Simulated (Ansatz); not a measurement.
# RbZnCl3 (model structure): optical spectrum from first principles

Wanted: where RbZnCl3 (model structure) starts to absorb, how strongly, and its refractive index. The structure is a model built here, which may or may not match a known phase. It was built so: All F replaced by Cl and K replaced by Rb in the Pm-3m structure of KZnF3.

Program: Ansatz 0.2.0. Level of theory: DFT, PBE, plane-wave PAW, default files, scalar-relativistic, independent-particle optical response without local fields. Results are calculated unless marked as measured.

## (1) The starting structure

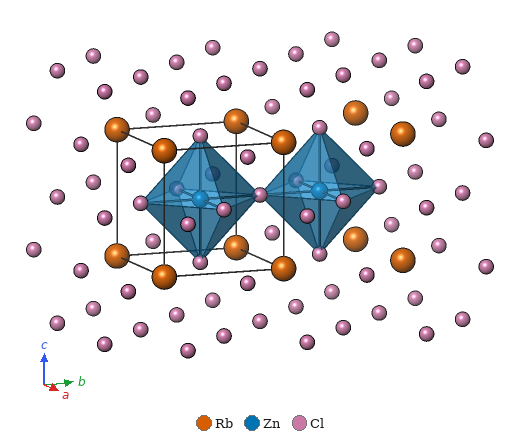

Start, viewed slightly off an axis; rubidium orange, zinc blue, chlorine pink. 1×2×1 cells are drawn. Some periodic images of atoms are drawn too.

## (2) Relaxation

Spectra hang on bond lengths, so the cell is first brought to its minimum.

This step: DFT, PBE, plane-wave PAW, default files, scalar-relativistic, relaxation (Ansatz 0.2.0).

The input, input.yaml:

```yaml
crystal:
  lattice:
    - [5.16701613, 0.0, 0.0]
    - [0.0, 5.16701613, 0.0]
    - [0.0, 0.0, 5.16701613]
  atoms:
    - { symbol: Rb, position: [0.0, 0.0, 0.0] }
    - { symbol: Zn, position: [0.5, 0.5, 0.5] }
    - { symbol: Cl, position: [0.5, 0.0, 0.5] }
    - { symbol: Cl, position: [0.0, 0.5, 0.5] }
    - { symbol: Cl, position: [0.5, 0.5, 0.0] }
kpoints:
  mp_grid: { grid: [5, 5, 5] }
scf:
  occupations: { method: fermi_dirac, width: 0.05 }
hamiltonian:
  xc: pbe
  pseudopotentials: { kind: paw }
output:
  forces: true
  stress: true
relax:
  f_tol: 0.02
  max_steps: 50
  cell: {}
```

On the command line:

```sh
$ ansatz run input.yaml --threads 2 --pin off --max-ram 5120MiB --backend cpu --events-out ev --progress --plain --runs-dir out
```

Numbers of over 12 decimals in the logs are rounded to 6 here.

What it wrote:

```text
Engine: ansatz 0.2.0, x86_64-unknown-linux-gnu
Pseudopotentials: kind: paw
Pseudopotential: Rb, paw, valence charge 9, recommended cutoff 420 eV (normal), Rb.paw.azcp
Pseudopotential: Zn, paw, valence charge 12, recommended cutoff 420 eV (normal), Zn.paw.azcp
Pseudopotential: Cl, paw, valence charge 7, recommended cutoff 420 eV (normal), Cl.paw.azcp
Functional definition: PBE
  parameter kappa = 0.804
  parameter beta = 0.066725
  exchange = pbe_x(kappa = kappa, mu = beta*pi^2/3)
  correlation = pbe_c(beta = beta)
Crystal: 5 atoms, lattice volume = 137.949 Å³
Basis set: ecut = 420 eV, 2721 PW (Γ), exchange–correlation on 72×72×72 points (8 copies of the dense FFT grid, shifted against one another)
Bands: 26, of which v1, the nominal top of the filled ones, is band 21 counted from 1 (20 counted from 0)
Symmetry: 48 space group operations
Space group: Pm-3m (ITA 221), of the structure as read, at distance tolerance 5.2e-5 Å
k-points: 10 of 125
Non-local potential: Rb, projectors of the file, l = 0: 3, l = 1: 2, l = 2: 2
Non-local potential: Zn, projectors of the file, l = 0: 2, l = 1: 2, l = 2: 3, l = 3: 1
Non-local potential: Cl, projectors of the file, l = 0: 2, l = 1: 2, l = 2: 2
PAW form: soft (Blöchl's): semilocal exchange-correlation on the pseudo side does not see the compensation charge
PAW one-centre angular grid: Rb, 110 points (default); XC on 64 Gauss nodes
PAW one-centre angular grid: Zn, 590 points (default); XC on 64 Gauss nodes
PAW one-centre angular grid: Cl, 110 points (default); XC on 64 Gauss nodes
Initial density: superposition of atomic densities (neutral atoms: chi_scale 0, normalization atom), corrected by the library's trained network
Initial wavefunctions: pseudopotential atomic-orbital guess
Functional: x = pbe(κ = 0.804, μ = 0.219515), c = pbe(β = 0.066725)
SCF iter   1: F=—  HF=-9831.881414 eV  |F-HF|=—  |Δ(HF+E_count)|=         —  Δρ=5.96e-4  dr2=2.25e-4  ethr=1.77e-3  ⟨swp⟩=9.1  Hψ=1396  notcnv=0
preconditioner: auto → Resta (q_TF=auto, 2.238 Å⁻¹)  ε∞=3.8  [insulator: Δε(μ)=1.138 eV  Ē_g=12.050 eV  σ=0.050 eV  W_gap=1.00  n_scr=26 (ndim 8)  ℏωp=20.0 eV  f_vac=0.045  D(μ)=0.00/eV (n_scr^D=0)  ε∞_Penn≈3.8]
SCF iter   2: F=—  HF=-9831.881553 eV  |F-HF|=—  |Δ(HF+E_count)|=   1.39e-4  Δρ=1.75e-4  dr2=1.88e-5  ethr=5.36e-7  ⟨swp⟩=3.1  Hψ=628  notcnv=0
SCF iter   3: F=—  HF=-9831.881575 eV  |F-HF|=—  |Δ(HF+E_count)|=   2.25e-5  Δρ=1.15e-4  dr2=9.00e-6  ethr=4.46e-8  ⟨swp⟩=2.0  Hψ=428  notcnv=0
SCF iter   4: F=—  HF=-9831.881583 eV  |F-HF|=—  |Δ(HF+E_count)|=   7.66e-6  Δρ=2.60e-5  dr2=7.64e-7  ethr=2.14e-8  ⟨swp⟩=2.2  Hψ=402  notcnv=0
SCF iter   5: F=—  HF=-9831.881585 eV  |F-HF|=—  |Δ(HF+E_count)|=   2.17e-6  Δρ=8.86e-6  dr2=1.56e-7  ethr=1.82e-9  ⟨swp⟩=2.0  Hψ=443  notcnv=0
SCF iter   6: F=-9831.881586 eV  HF=-9831.881586 eV  |F-HF|=8.73e-11  |Δ(HF+E_count)|=   3.38e-7  Δρ=2.84e-6  dr2=1.16e-8  ethr=2.38e-10  ⟨swp⟩=4.1  Hψ=917  notcnv=0
SCF 1 converged in 6 iterations: F = -9831.881586 eV  dr2 = 1.16e-8
  greatest PAW one-centre occupation: 0.988 electrons in one spin orbital (limit 2), on the Zn atom at site 1 (counted from 0), in its partial waves of l = 2
relax step   1: F+E_penalty+E_count = -9831.88158563 eV  Δ(F+E_penalty+E_count) = +0.000e0 eV  max|allowed force component| = 9.032e-30 eV/Å  Δτ_max = 0.0000 Å  P = -2.629 GPa  Ω = 137.949 Å³  (6 SCF iters, dr2 threshold 1.00e-7 eV, accepted)
Crystal: 5 atoms, lattice volume = 129.978 Å³
Basis set: ecut = 420 eV, 2517 PW (Γ), exchange–correlation on 72×72×72 points (8 copies of the dense FFT grid, shifted against one another)
Initial density: handed on by an earlier stage of this run
Initial wavefunctions: those handed on with the density
iter 1 solved again at ethr=2.18e-5 eV; its pass at ethr=3.10e-3 eV (dr2=9.14e-3 eV) is discarded
SCF iter   1: F=—  HF=-9831.981972 eV  |F-HF|=—  |Δ(HF+E_count)|=         —  Δρ=2.17e-3  dr2=9.16e-3  ethr=2.18e-5  ⟨swp⟩=1.1  Hψ=1424  notcnv=0
preconditioner: auto → Resta (q_TF=auto, 2.260 Å⁻¹)  ε∞=3.8  [insulator: Δε(μ)=1.307 eV  Ē_g=12.284 eV  σ=0.050 eV  W_gap=1.00  n_scr=26 (ndim 8)  ℏωp=20.6 eV  f_vac=0.028  D(μ)=0.00/eV (n_scr^D=0)  ε∞_Penn≈3.8]
SCF iter   2: F=—  HF=-9831.978975 eV  |F-HF|=—  |Δ(HF+E_count)|=   3.00e-3  Δρ=9.50e-4  dr2=1.94e-3  ethr=2.18e-5  ⟨swp⟩=2.0  Hψ=366  notcnv=0
SCF iter   3: F=—  HF=-9831.978219 eV  |F-HF|=—  |Δ(HF+E_count)|=   7.56e-4  Δρ=5.75e-4  dr2=8.72e-4  ethr=4.62e-6  ⟨swp⟩=2.2  Hψ=345  notcnv=0
SCF iter   4: F=—  HF=-9831.977927 eV  |F-HF|=—  |Δ(HF+E_count)|=   2.92e-4  Δρ=2.61e-4  dr2=1.01e-4  ethr=2.08e-6  ⟨swp⟩=2.4  Hψ=424  notcnv=0
SCF iter   5: F=—  HF=-9831.977892 eV  |F-HF|=—  |Δ(HF+E_count)|=   3.45e-5  Δρ=4.47e-5  dr2=3.22e-6  ethr=2.40e-7  ⟨swp⟩=2.8  Hψ=523  notcnv=0
SCF iter   6: F=-9831.977894 eV  HF=-9831.977894 eV  |F-HF|=2.78e-7  |Δ(HF+E_count)|=   1.28e-6  Δρ=1.71e-5  dr2=2.09e-7  ethr=1.19e-9  ⟨swp⟩=5.0  Hψ=1004  notcnv=0
SCF 2 converged in 6 iterations: F = -9831.977894 eV  dr2 = 2.09e-7
relax step   2: F+E_penalty+E_count = -9831.97789386 eV  Δ(F+E_penalty+E_count) = -9.631e-2 eV  max|allowed force component| = 8.415e-30 eV/Å  Δτ_max = 0.0000 Å  P = -1.107 GPa  Ω = 129.978 Å³  energy of the carried Pulay correction = +1.006e-3 eV  (6 SCF iters, dr2 threshold 5.00e-7 eV, accepted)
Crystal: 5 atoms, lattice volume = 124.737 Å³
Basis set: ecut = 420 eV, 2469 PW (Γ), exchange–correlation on 72×72×72 points (8 copies of the dense FFT grid, shifted against one another)
iter 1 solved again at ethr=9.57e-6 eV; its pass at ethr=3.10e-3 eV (dr2=4.02e-3 eV) is discarded
SCF iter   1: F=—  HF=-9831.995368 eV  |F-HF|=—  |Δ(HF+E_count)|=         —  Δρ=1.48e-3  dr2=4.04e-3  ethr=9.57e-6  ⟨swp⟩=1.0  Hψ=1453  notcnv=0
preconditioner: auto → Resta (q_TF=auto, 2.276 Å⁻¹)  ε∞=3.9  [insulator: Δε(μ)=1.469 eV  Ē_g=12.426 eV  σ=0.050 eV  W_gap=1.00  n_scr=26 (ndim 8)  ℏωp=21.0 eV  f_vac=0.026  D(μ)=0.00/eV (n_scr^D=0)  ε∞_Penn≈3.9]
SCF iter   2: F=—  HF=-9831.994055 eV  |F-HF|=—  |Δ(HF+E_count)|=   1.31e-3  Δρ=6.72e-4  dr2=8.92e-4  ethr=9.57e-6  ⟨swp⟩=2.0  Hψ=342  notcnv=0
SCF iter   3: F=—  HF=-9831.993724 eV  |F-HF|=—  |Δ(HF+E_count)|=   3.30e-4  Δρ=4.01e-4  dr2=3.99e-4  ethr=2.12e-6  ⟨swp⟩=2.3  Hψ=367  notcnv=0
SCF iter   4: F=—  HF=-9831.993571 eV  |F-HF|=—  |Δ(HF+E_count)|=   1.53e-4  Δρ=1.77e-4  dr2=4.17e-5  ethr=9.49e-7  ⟨swp⟩=2.4  Hψ=437  notcnv=0
SCF iter   5: F=—  HF=-9831.993569 eV  |F-HF|=—  |Δ(HF+E_count)|=   1.94e-6  Δρ=2.77e-5  dr2=1.14e-6  ethr=9.93e-8  ⟨swp⟩=2.6  Hψ=479  notcnv=0
SCF iter   6: F=-9831.993570 eV  HF=-9831.993569 eV  |F-HF|=1.02e-7  |Δ(HF+E_count)|=   5.74e-7  Δρ=1.09e-5  dr2=7.97e-8  ethr=1.19e-9  ⟨swp⟩=4.5  Hψ=940  notcnv=0
SCF 3 converged in 6 iterations: F = -9831.993570 eV  dr2 = 7.97e-8
relax step   3: F+E_penalty+E_count = -9831.99356960 eV  Δ(F+E_penalty+E_count) = -1.568e-2 eV  max|allowed force component| = 7.021e-30 eV/Å  Δτ_max = 0.0000 Å  P = +0.246 GPa  Ω = 124.737 Å³  energy of the carried Pulay correction = +1.701e-3 eV  (6 SCF iters, dr2 threshold 5.00e-7 eV, accepted)
[...]
relax step   4: F+E_penalty+E_count = -9831.99410082 eV  Δ(F+E_penalty+E_count) = -5.312e-4 eV  max|allowed force component| = 6.784e-30 eV/Å  Δτ_max = 0.0000 Å  P = -0.016 GPa  Ω = 125.659 Å³  energy of the carried Pulay correction = +1.577e-3 eV  (5 SCF iters, dr2 threshold 1.52e-7 eV, accepted)
Initial wavefunctions: pseudopotential atomic-orbital guess (no wavefunctions were taken with the density)
iter 1 solved again at ethr=1.85e-7 eV; its pass at ethr=3.10e-3 eV (dr2=7.75e-5 eV) is discarded
SCF iter   1: F=—  HF=-9831.992610 eV  |F-HF|=—  |Δ(HF+E_count)|=         —  Δρ=8.74e-5  dr2=2.95e-6  ethr=1.85e-7  ⟨swp⟩=4.1  Hψ=2093  notcnv=0
preconditioner: auto → Resta (q_TF=auto, 2.273 Å⁻¹)  ε∞=3.9  [insulator: Δε(μ)=1.470 eV  Ē_g=12.382 eV  σ=0.050 eV  W_gap=1.00  n_scr=26 (ndim 8)  ℏωp=21.0 eV  f_vac=0.028  D(μ)=0.00/eV (n_scr^D=0)  ε∞_Penn≈3.9]
SCF iter   2: F=—  HF=-9831.992566 eV  |F-HF|=—  |Δ(HF+E_count)|=   4.35e-5  Δρ=1.24e-4  dr2=9.41e-6  ethr=7.03e-9  ⟨swp⟩=2.1  Hψ=418  notcnv=0
SCF iter   3: F=—  HF=-9831.992566 eV  |F-HF|=—  |Δ(HF+E_count)|=   7.99e-8  Δρ=2.27e-5  dr2=2.68e-7  ethr=7.03e-9  ⟨swp⟩=2.0  Hψ=357  notcnv=0
SCF iter   4: F=—  HF=-9831.992565 eV  |F-HF|=—  |Δ(HF+E_count)|=   5.17e-7  Δρ=3.10e-6  dr2=3.20e-9  ethr=6.37e-10  ⟨swp⟩=2.0  Hψ=364  notcnv=0
SCF iter   5: F=—  HF=-9831.992565 eV  |F-HF|=—  |Δ(HF+E_count)|=   3.25e-8  Δρ=5.26e-7  dr2=1.43e-10  ethr=7.63e-12  ⟨swp⟩=2.2  Hψ=454  notcnv=0
SCF iter   6: F=-9831.992565 eV  HF=-9831.992565 eV  |F-HF|=1.82e-11  |Δ(HF+E_count)|=  4.07e-10  Δρ=1.03e-7  dr2=1.07e-11  ethr=1.00e-12  ⟨swp⟩=5.0  Hψ=1023  notcnv=0
SCF 5 converged in 6 iterations: F = -9831.992565 eV  dr2 = 1.07e-11
relax step   5: F+E_penalty+E_count = -9831.99256550 eV  Δ(F+E_penalty+E_count) = +1.535e-3 eV  max|allowed force component| = 6.666e-30 eV/Å  Δτ_max = 0.0000 Å  P = -0.018 GPa  Ω = 125.659 Å³  stress off target by 1.80e-2 GPa  SCF on the basis re-selected at this cell (its energy is not comparable with the rows above)  (6 SCF iters)
basis re-selected at this cell: Δ(F+E_penalty+E_count) = +1.535e-3 eV, ΔP = -0.002 GPa vs the last step (what re-selecting the basis moved, of the pressure what is left beyond the Pulay correction that the steps carried, after the strain that the cell walked since its last selection, with what the two solves' SCF thresholds leave and, on support functions, any second-order correction that the steps lacked; it is no m [...]
SCF converged after 6 iterations
Free energy (F): -9831.992565 eV
Harris-Foulkes:  -9831.992565 eV  (|F-HF|=1.82e-11)
Internal energy: -9831.992565 eV  (E = F + TS)
E sigma→0 (E₀):  -9831.992565 eV
Entropy (-TS):   -0.000000 eV (-0.000 meV/atom)
Fermi energy:    3.654170 eV
--- Per-component energies (eV) ---
  E_band       = -132.990879
  E_kinetic    = 806.804384
  E_local      = -3371.950710  (includes V_loc(G=0)·N_el)
  E_nonlocal   = 878.107337
  E_hartree    = 1271.069830
  E_xc         = -588.174931
  E_vxc        = -553.784927  (∫ρ·V_xc dr)
  E_paw        = -6429.478114  (= ΣΔE_a)
  E_vpaw       = -434.306552  (= ΣTr[D̂ρ^β])
  E_aug_tail   = -0.000107  (compensation charges beyond the density's cutoff)
  E_ewald      = -2398.370255
  E_smearing   = -0.000000  (= −TS)
  E_closure    = 0.000000  (closes the sum)
  Σ components = -9831.992565   (vs F -9831.992565, Δ=0.00e0)
--- Forces (eV/Å), atoms counted from 1 ---
  atom   1  Rb     0.00000000     0.00000000     0.00000000
  atom   2  Zn    -0.00000000    -0.00000000    -0.00000000
  atom   3  Cl     0.00000000     0.00000000    -0.00000000
  atom   4  Cl    -0.00000000    -0.00000000     0.00000000
  atom   5  Cl     0.00000000    -0.00000000    -0.00000000
  max |Σ_I F_I| component: 8.74e-30 eV/Å
--- Stress (GPa, compression-positive) ---
       -0.017953       0.000000      -0.000000
        0.000000      -0.017953       0.000000
       -0.000000       0.000000      -0.017953
  P = ⅓ Tr σ = -0.0180 GPa (-0.180 kbar)
--- Relaxed structure (4 steps of the walk, 4 accepted, 1 SCFs on fresh bases) ---
  F+E_penalty+E_count = -9831.99256550 eV   max|allowed force component| = 6.666e-30 eV/Å   (the final SCF, on the basis selected at the relaxed cell)
  cell:  # Å, volume = 125.6589 Å³
    - [5.008770, 0, 0]
    - [0, 5.008770, 0]
    - [0, 0, 5.008770]
  atoms:
    - { symbol: Rb, position: [0, 0, 0] }
    - { symbol: Zn, position: [0.5, 0.5, 0.5] }
    - { symbol: Cl, position: [0.5, 0, 0.5] }
    - { symbol: Cl, position: [0, 0.5, 0.5] }
    - { symbol: Cl, position: [0.5, 0.5, 0] }
```

Wall time 2.3 s (2 threads of AMD EPYC 9R45, shared host); peak memory 0.47 GiB.

The steps of the relaxation:

```csv
step,energy less that of the first step (eV),largest force component (eV/Å),pressure (GPa),volume (Å³)
1,0.0000,0.0000,-2.63,137.95
2,-0.0963,0.0000,-1.11,129.98
3,-0.1120,0.0000,0.25,124.74
4,-0.1125,0.0000,-0.02,125.66
5*,-0.1110,0.0000,-0.02,125.66
```

Relaxation steps marked * repeat the geometry before them on a plane-wave basis chosen anew for their cell, so energy and pressure can jump there.

The run keeps the 48 symmetry operations that it works with, so distortions that break them were not tested.

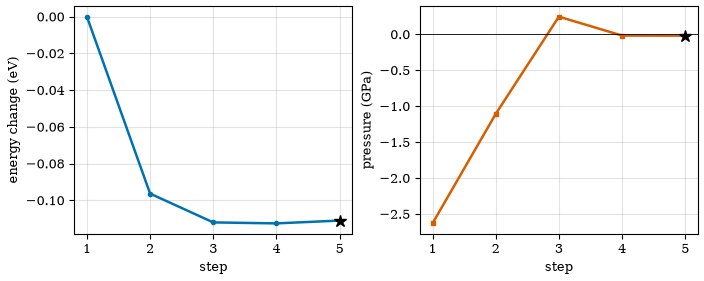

Energy and pressure along the relaxation. Stars mark steps on a basis chosen anew.

```csv
"conventional cell, symmetrised",before,after,change
a (Å),5.167,5.009,-3.1 %
b (Å),5.167,5.009,-3.1 %
c (Å),5.167,5.009,-3.1 %
volume (Å³/atom),27.59,25.13,-8.9 %
```

Final coordinates:

```cif
data_structure
_symmetry_space_group_name_H-M 'P 1'
_symmetry_Int_Tables_number 1
_cell_length_a 5.0088
_cell_length_b 5.0088
_cell_length_c 5.0088
_cell_angle_alpha 90.000
_cell_angle_beta 90.000
_cell_angle_gamma 90.000
_cell_volume 125.66
loop_
_atom_site_label
_atom_site_type_symbol
_atom_site_fract_x
_atom_site_fract_y
_atom_site_fract_z
_atom_site_occupancy
Rb1 Rb 0.00000 0.00000 0.00000 1
Zn2 Zn 0.50000 0.50000 0.50000 1
Cl3 Cl 0.50000 0.00000 0.50000 1
Cl4 Cl 0.00000 0.50000 0.50000 1
Cl5 Cl 0.50000 0.50000 0.00000 1
```

The relaxation ends with a pressure of -0.02 GPa.

## (3) Ground state and bands

The self-consistent density comes first; it also tells whether there is a gap, which decides the occupations and the need for a Drude term.

This step: DFT, PBE, plane-wave PAW, default files, scalar-relativistic, ground state (Ansatz 0.2.0).

The input, input.yaml:

```yaml
crystal:
  lattice:
    - [5.0087695717, 0.0, 0.0]
    - [0.0, 5.0087695717, 0.0]
    - [0.0, 0.0, 5.0087695717]
  atoms:
    - { symbol: Rb, position: [0.0, 0.0, 0.0] }
    - { symbol: Zn, position: [0.5, 0.5, 0.5] }
    - { symbol: Cl, position: [0.5, 0.0, 0.5] }
    - { symbol: Cl, position: [0.0, 0.5, 0.5] }
    - { symbol: Cl, position: [0.5, 0.5, 0.0] }
kpoints:
  mp_grid: { grid: [5, 5, 5] }
  band_path:
    path:
      - [[0.0, 0.0, 0.0], [0.0, 0.5, 0.0], [0.5, 0.5, 0.0], [0.0, 0.0, 0.0], [0.5, 0.5, 0.5], [0.0, 0.5, 0.0]]
      - [[0.5, 0.5, 0.0], [0.5, 0.5, 0.5]]
    npoints: 11
scf:
  occupations: { method: fermi_dirac, width: 0.05 }
  n_extra_bands: 9
hamiltonian:
  xc: pbe
  pseudopotentials: { kind: paw }
output:
  forces: true
  stress: true
  populations: true
  write_bands: true
  write_density: true
  write_potential: true
  elf: true
  volumetric_format: npy
```

What it wrote:

```text
[...]
Crystal: 5 atoms, lattice volume = 125.659 Å³
Basis set: ecut = 420 eV, 2517 PW (Γ), exchange–correlation on 72×72×72 points (8 copies of the dense FFT grid, shifted against one another)
Bands: 30, of which v1, the nominal top of the filled ones, is band 21 counted from 1 (20 counted from 0)
Symmetry: 48 space group operations
[...]
k-points: 10 of 125
[...]
SCF iter   1: F=—  HF=-9831.992540 eV  |F-HF|=—  |Δ(HF+E_count)|=         —  Δρ=4.14e-4  dr2=1.12e-4  ethr=1.77e-3  ⟨swp⟩=8.0  Hψ=1541  notcnv=0  defer=2
[...]
SCF iter   6: F=-9831.992565 eV  HF=-9831.992565 eV  |F-HF|=6.54e-9  |Δ(HF+E_count)|=   1.21e-7  Δρ=2.55e-6  dr2=9.76e-9  ethr=2.05e-10  ⟨swp⟩=11.4  Hψ=2182  notcnv=0
SCF 1 converged in 6 iterations: F = -9831.992565 eV  dr2 = 9.76e-9
[...]
NSCF: frozen V_eff on 68 k-points
SCF converged after 6 iterations
Free energy (F): -9831.992565 eV
[...]
Internal energy: -9831.992565 eV  (E = F + TS)
E sigma→0 (E₀):  -9831.992565 eV
Entropy (-TS):   -0.000000 eV (-0.000 meV/atom)
Fermi energy:    3.654153 eV
[...]
--- Stress (GPa, compression-positive) ---
       -0.018004       0.000000       0.000000
        0.000000      -0.018004       0.000000
        0.000000       0.000000      -0.018004
  P = ⅓ Tr σ = -0.0180 GPa (-0.180 kbar)
--- Band table (eV; the first three rows and the last of 10) ---
  k-point 0: bands = [... 17 lower, 2.1733, 2.4845, 2.4845, 2.4845, 4.2905, 8.7323, 9.8544, 9.8544, ... 5 higher]
  k-point 1: bands = [... 17 lower, 2.1142, 2.1142, 2.4113, 2.4113, 5.1668, 9.2474, 10.1919, 10.2863, ... 5 higher]
  k-point 2: bands = [... 17 lower, 2.0098, 2.0098, 2.3003, 2.3003, 6.7265, 10.3187, 10.9178, 11.1529, ... 5 higher]
  k-point 9: bands = [... 17 lower, 2.4442, 2.8114, 2.8114, 2.8214, 8.6560, 9.6622, 9.6622, 10.3731, ... 5 higher]
--- Löwdin populations: 5 sites ---
  site symbol       q [e]
     0     Rb      8.2621
     1     Zn     10.6359
     2     Cl      7.6294
     3     Cl      7.6294
     4     Cl      7.6294
  spilling = 0.005092 (of n_electrons = 42.000000)
```

The job ended after 1.7 s (2 threads; peak memory 0.48 GiB).

Reading the cycles: dr2 is the Hartree energy of the density residual (eV), the measure of convergence; HF is the Harris–Foulkes estimate of the energy, which meets the free energy F at convergence.

Numbers from this step:

* free energy: -9831.9926 eV
* Fermi energy: 3.654 eV
* gap by band count: 1.469 eV
* electrons: 42
* symmetry operations: 48
* pressure: -0.01800 GPa
* volume: 125.7 Å³
* gap on the path: 1.391 eV
* least direct gap on the path: 1.806 eV

There is a gap, 1.39 eV on the path, so no carriers' term is needed. The cell is left with a pressure of 0.0 GPa after its relaxation.

Electronic bands along the path, in eV, zero at the Fermi level; v1 is the highest filled band, c1 the lowest empty one:

```csv
point,v4,v3,v2,v1,c1,c2,c3,c4
Γ,-1.48,-1.17,-1.17,-1.17,0.64,5.08,6.20,6.20
X,-1.66,-1.66,-1.37,-1.37,3.44,6.87,7.45,7.61
M,-1.78,-1.78,-0.90,-0.78,5.26,6.57,6.57,8.16
Γ,-1.48,-1.17,-1.17,-1.17,0.64,5.08,6.20,6.20
R,-0.89,-0.76,-0.76,-0.76,5.49,5.49,5.49,6.47
X,-1.66,-1.66,-1.37,-1.37,3.44,6.87,7.45,7.61
jump to M,-1.78,-1.78,-0.90,-0.78,5.26,6.57,6.57,8.16
R,-0.89,-0.76,-0.76,-0.76,5.49,5.49,5.49,6.47
```

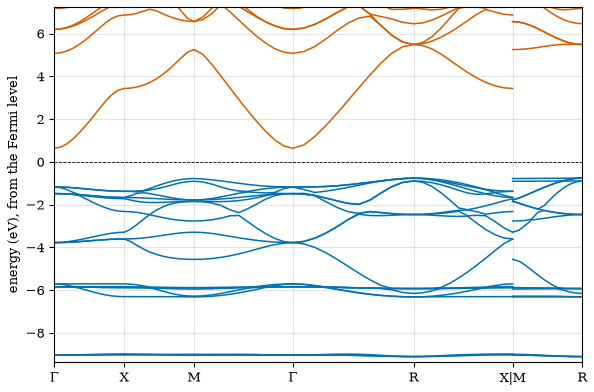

Electronic bands along the path; lines of filled and empty bands in two colours.

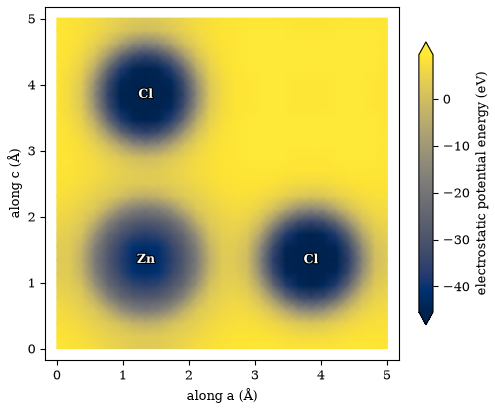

Electrostatic potential energy in the ac plane at fractional y = 0.500, with atoms of Zn and Cl within 0.2 Å of it. With pseudopotentials it is smooth inside the atoms' cores, unlike the true potential. The map starts off the cell's origin, so that atoms lie inside it.

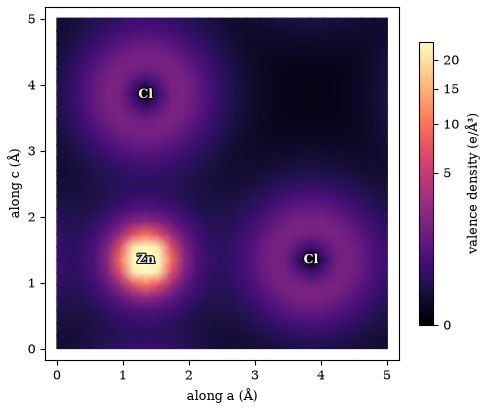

Valence density in the ac plane at fractional y = 0.500, with atoms of Zn and Cl within 0.2 Å of it. It is the smooth field of the valence electrons, not physical close to the nuclei. The map starts off the cell's origin, so that atoms lie inside it. The colour scale is stretched toward low values.

[end of part 1 of 2]

[Logs are printed without paths, hosts, clocks, repeated set-up lines and the standing remarks that a program may print on its own settings, such as how far it seeks lower states.]

[Hosts, paths, dates, database ids (printed as entryN), source tags and the programs' standing remarks are cut or masked in the printed files.]
